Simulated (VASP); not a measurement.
Band structure of KCl (rock salt). Calculation: TPSS meta-GGA, VASP's PBE PAW potentials (set 64) (plane waves; VASP).

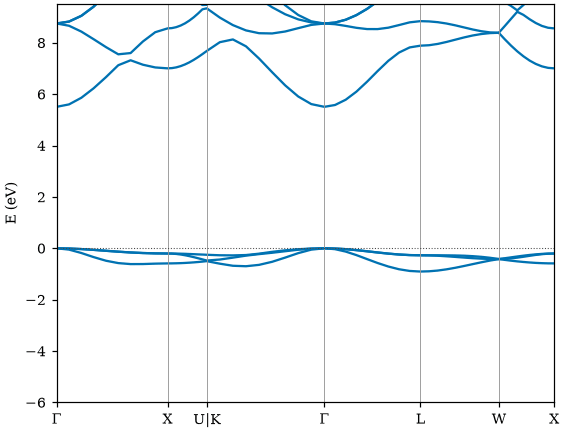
Fig. 1. Bands along high-symmetry lines, zero at the valence-band maximum or, without a gap, the Fermi level

### Question
Read the plot: is there a gap, and where are the band edges?

### Answer
The gap is direct, 5.51 eV, from the valence maximum at Γ to the conduction minimum at Γ.

Measured: gap 8.50 eV (computed value off by -2.99 eV), as given by David Koller et al., Journal of Physics Condensed Matter (2013), arXiv:1304.4470.

The compound is KCl in the rock salt structure. It was relaxed first, which changed the volume by +7 %.
